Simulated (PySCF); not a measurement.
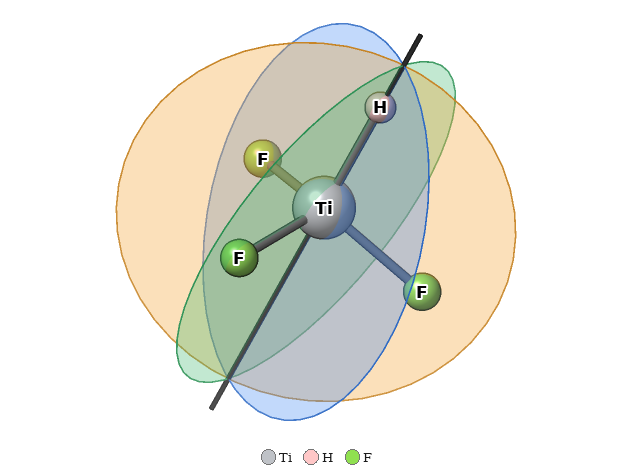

All proper rotation axes (lines) and mirror planes (discs) of the structure are drawn in. Atoms fade into the background with distance from the viewer. The species is neutral and a spin singlet. The computed structure is the end point of a PBE0-D3(BJ)/def2-SVP optimisation. No frequency run is at hand to confirm it as a minimum.

Name the symmetry elements and the point group.

It has 1 C3 axis and 3 mirror planes. Point group C3v. The group has 6 operations. The geometry is achiral, and symmetry allows a dipole moment.
